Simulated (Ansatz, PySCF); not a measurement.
Breaking the C2–H3 bond in CH4MgO (SMILES [CH3][Mg][OH]) (multiplicity 1 held, fragments rigid). Energies count from the point at 1.093 Å.
Geometry at that point (charge 0, multiplicity 1):
```xyz
7

Mg     0.012    -0.082     0.059
C     -0.243     1.594    -1.144
H     -1.027     2.249    -0.755
H     -0.524     1.315    -2.163
H      0.676     2.184    -1.207
O      0.230    -1.508     1.082
H      0.346    -2.273     1.631
```

Restricted levels (R-, RO-) in cc, def2 and unpolarised 6-31G sets keep to the state of the molecule at rest. Unrestricted levels (U-) break spin symmetry where that is lower. Active spaces are followed from a long bond inwards. Curves can end on different states.

Cores are frozen in the correlated methods. Rows in 6-31G* carry no dispersion term and start afresh at each structure (6-31G* with six Cartesian d functions). MP2/6-31G* freezes PySCF's default core, which is smaller on s-block atoms.

Programs: Ansatz (Gaussian basis) for Hartree–Fock, density functionals and correlated methods; PySCF for 6-31G* rows. 

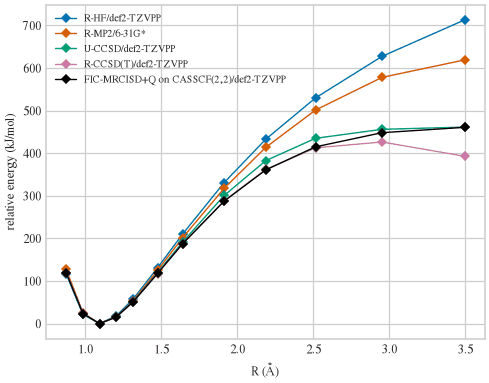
Relative energy along the coordinate

Doubts at one or more of the structures used: a restricted determinant that unrestricted orbitals would lower (R-HF/def2-TZVPP, R-MP2/6-31G*, R-CCSD(T)/def2-TZVPP); a spin-contaminated determinant (U-CCSD/def2-TZVPP); T1 above 0.05 (U-CCSD/def2-TZVPP, R-CCSD(T)/def2-TZVPP); other coupled-cluster roots lie near (R-CCSD(T)/def2-TZVPP).

Ansatz is a program for electronic structure.
